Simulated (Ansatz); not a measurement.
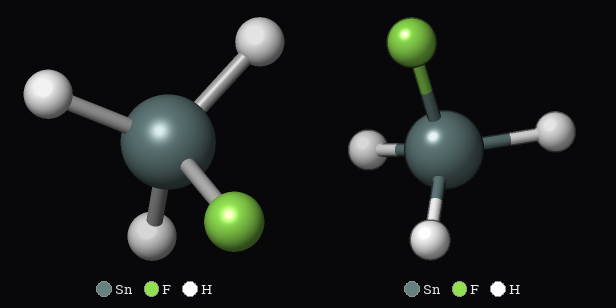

Both panels show the same species.

The geometry was computed by an optimisation with PBE0-D4/def2-TZVP.

Question: Give the formula.

Answer: FH₃Sn, 5 atoms: 1 fluorine, 3 hydrogen and 1 tin.

Question: Which point group does it belong to?

Answer: C3v.

The parts below concern this one geometry. Atoms keep their numbers from picture to picture.

## Shape

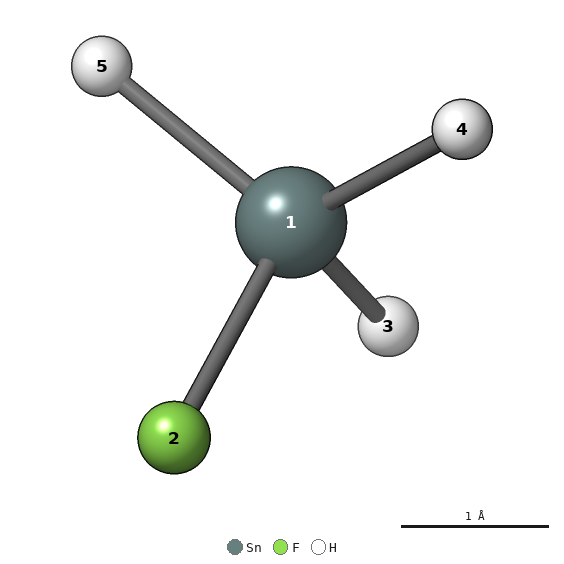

Numbered structure.

Estimate the angles F2–Sn1–H3, H3–Sn1–H4.

```csv
angle,degrees
F2–Sn1–H3,104.7
H3–Sn1–H4,113.8
```

## Charges

The questions are on Mulliken charges. Method: RKS PBE0-D4/def2-TZVP, core potentials on Sn (Ansatz 0.2.0).

Give the Mulliken charges atom by atom.

```json
{"atom": "Sn1", "value (e)": "0.64"}
{"atom": "F2", "value (e)": "−0.50"}
{"atom": "H3", "value (e)": "−0.05"}
{"atom": "H4", "value (e)": "−0.05"}
{"atom": "H5", "value (e)": "−0.05"}
```

## Vibrations

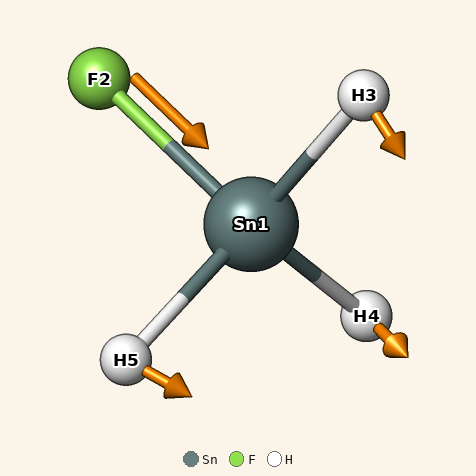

The arrows show one normal mode. Harmonic vibrations computed with RKS PBE0-D4/def2-TZVP, core potentials on Sn (Ansatz 0.2.0) at a stationary point of the same level.

Question: At what wavenumber does it lie?

Answer: 611 cm⁻¹; it is mode 3 of 9 counted from the lowest.

## Dipole moment

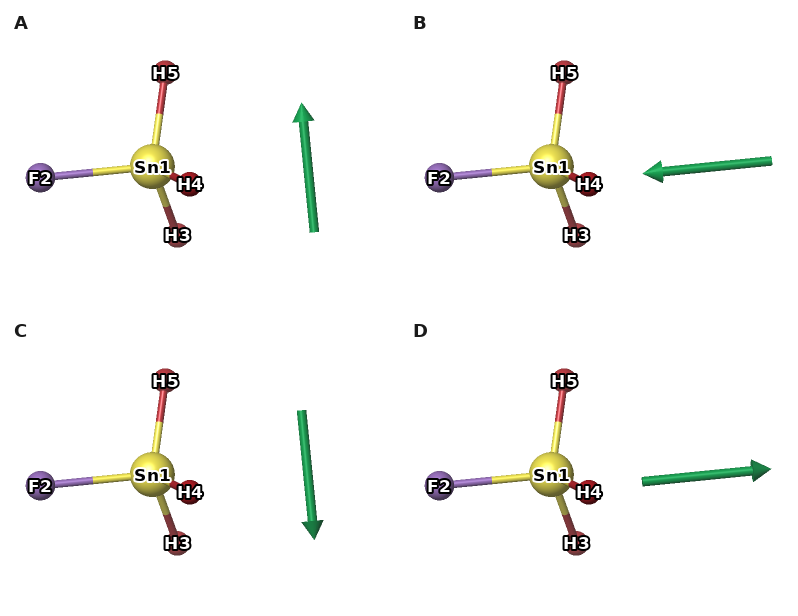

The same molecule four times, each with an arrow. Level of theory: RKS PBE0-D4/def2-TZVP, core potentials on Sn (Ansatz 0.2.0).

Question: Which arrow points along the dipole moment, from the negative to the positive end?

Answer: D. The dipole moment is 2.73 D; it points from the side of F2 to the side of H3, H4, H5 (the outermost atoms at the two ends).

Mulliken values depend strongly on the basis set and can even reverse the polarity of a bond.
